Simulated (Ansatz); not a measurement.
**OF2 (oxygen difluoride): PBE0/STO-3G**

Aim: the electronic atomisation energy of OF2 (oxygen difluoride) at PBE0/STO-3G, from 3 runs. 

Program for the calculation: Ansatz 0.2.0.

43 further runs of the same task are left out: 6 that didn't finish, 37 set aside as unsound or not needed.

## 1. The system as given

The species is OF2 (3 atoms), meant as a singlet with charge 0. SMILES: `FOF`. The coordinates come from a PBE0-D4/def2-TZVP relaxation.

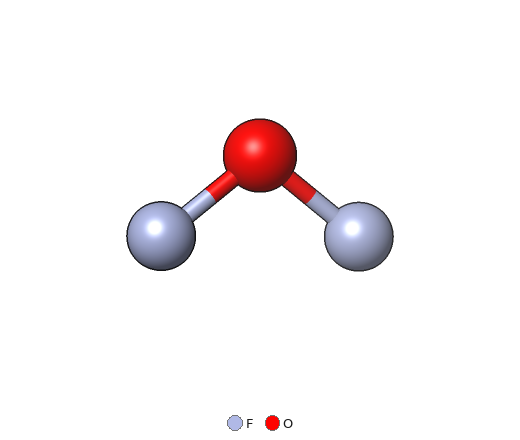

Viewed from a chosen angle; fluorine light blue, oxygen red.

## 2. The energy at PBE0/STO-3G

molecule.yaml reads:

```yaml
crystal:
  periodic: [false, false, false]
  atoms:
    - {symbol: F, position_ang: [0.953290, -0.339960, 0.488270]}
    - {symbol: O, position_ang: [0.000520, 0.563910, 0.062040]}
    - {symbol: F, position_ang: [-0.953810, -0.223960, -0.550310]}
basis:
  gaussian:
    orbitals: STO-3G
accuracy: high
hamiltonian:
  xc: {name: PBE0}
```

Command:

```bash
$ ansatz run molecule.yaml --threads 1 --pin off --max-ram 3480MiB --events-out events.jsonl --progress --plain --runs-dir runs
```

What it wrote:

```text
Warning: RAYON_NUM_THREADS=1 ignored (pool sized by the plan → 1); use --threads N
Functional definition: PBE0
  name "PBE0"
  parameter a = 0.25
  parameter kappa = 0.804
  parameter beta = 0.06672455060314922
  exchange = (1 - a)*pbe_x(kappa = kappa, mu = beta*pi^2/3) + a*exact_x
  correlation = pbe_c(beta = beta)
250 factors; integrals over basis functions are off by at most 4.6e-8 eV
mean field evaluation 1: about -7363.0958 eV, gradient 1.5e1 eV
mean field evaluation 2: about -7362.8504 eV, gradient 1.8e1 eV
mean field evaluation 4: about -7363.7584 eV, gradient 2.8e-2 eV
mean field evaluation 8: about -7363.7798 eV, gradient 1.8e-3 eV
mean field evaluation 16: about -7363.7798 eV, gradient 7.1e-8 eV
mean field -7363.77978884 eV, -270.6139158907 hartree, gradient 7.1e-8 eV, S^2 0.000000; 0 other end points of the search recorded, 0 dependent functions left out
reference -7363.77978923 eV, -270.6139159051 hartree; 13, 13 occupied and 2, 2 virtual orbitals, 250 factors
Total energy: -7363.77978923 eV, -270.6139159051 hartree
```

Run time: 0.36 s. Hardware: 1 thread of Intel Xeon 6975P-C (Granite Rapids), shared host.

## 3. The F atom

job.yaml reads:

```yaml
crystal:
  periodic: [false, false, false]
  atoms:
    - symbol: F
      position_ang: [0.000000, 0.000000, 0.000000]
basis:
  gaussian:
    orbitals: STO-3G
accuracy: high
hamiltonian:
  xc: pbe0
magnetization:
  spin_polarized: true
  initial_magnetization: 1
```

Run the same way, it converges to -98.20282 Eh (log not shown).

## 4. The O atom, same level

in.yaml reads:

```yaml
crystal:
  periodic: [false, false, false]
  atoms:
    - symbol: O
      position_ang: [0.000000, 0.000000, 0.000000]
basis:
  gaussian:
    orbitals: STO-3G
hamiltonian:
  xc: pbe0
magnetization:
  spin_polarized: true
  initial_magnetization: 2
accuracy: high
```

Run the same way, it converges to -73.97643 Eh (log not shown).

## 5. What came out

At PBE0/STO-3G:

| quantity | value |
| --- | --- |
| molecule: total energy | -270.61392 Eh |
| F atom: total energy | -98.20282 Eh |
| F atom: ⟨S²⟩ | 0.750 |
| O atom: total energy | -73.97643 Eh |
| O atom: ⟨S²⟩ | 2.000 |
| electronic atomisation energy | 6.309 eV |

What this shows: Taking the molecule apart into free atoms costs 6.31 eV (609 kJ/mol), before zero-point energy and without spin-orbit coupling. In a minimal basis such a difference can be off by several eV, whatever the method.
